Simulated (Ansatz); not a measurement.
Consider C$_{2}$H$_{8}$Sn.

Input

```
crystal:
  periodic: [false, false, false]
  atoms:
    - { symbol: Sn, position_ang: [0.0, 0.0, 0.0] }
    - { symbol: C, position_ang: [0.0, 0.0, 2.15] }
    - { symbol: H, position_ang: [-0.9996, -0.3092, 2.5205] }
    - { symbol: H, position_ang: [0.7676, -0.7111, 2.5205] }
    - { symbol: H, position_ang: [0.232, 1.0203, 2.5205] }
    - { symbol: H, position_ang: [1.6408, 0.0, -0.5794] }
    - { symbol: C, position_ang: [-1.0126, 1.7544, -0.716] }
    - { symbol: H, position_ang: [-2.0653, 1.5008, -0.9603] }
    - { symbol: H, position_ang: [-0.9943, 2.5391, 0.069] }
    - { symbol: H, position_ang: [-0.5023, 2.131, -1.6269] }
    - { symbol: H, position_ang: [-0.8195, -1.4198, -0.5794] }
basis:
  gaussian: { orbitals: def2-SVP }
hamiltonian:
  xc: pbe
  dispersion: d4
relax:
  f_tol: 0.02
  max_steps: 40
output:
  orbitals: {}
```

Command:

```sh
ansatz run input.yaml --threads 2 --pin off --max-ram 3072MiB --backend cpu --events-out ev --progress --plain --runs-dir out
```

The fields are those of the run's last geometry, not of the input's.

Core potentials replace the inner electrons of Sn.

The calculation used RKS PBE-D4/def2-SVP (Ansatz 0.2.0).

Question: What can the converged electron density and electron localisation function tell about the bonding?

Answer: C–Sn (2.17 Å): the density is about 0.65 e/Å³ at the midpoint; the ELF peaks at about 0.90 in the valence shell of C, 0.6 Å from its nucleus, and drops to about 0.20 between the two atoms.
C–H (1.11 Å): ρ at the midpoint is about 1.8 e/Å³; the ELF climbs to about 1 towards the hydrogen, as it does in any bond to H; an ordinary covalent bond to hydrogen.

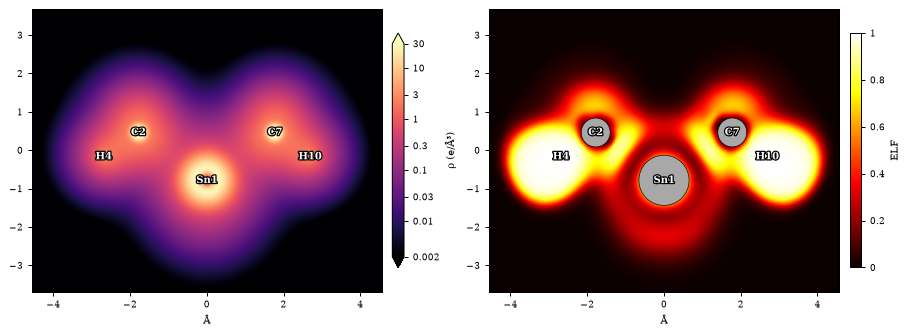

Computed electron density and electron localisation function on the plane of atoms Sn1, C7 and H10, in this order. Grey discs cover the atomic cores in the ELF map. 
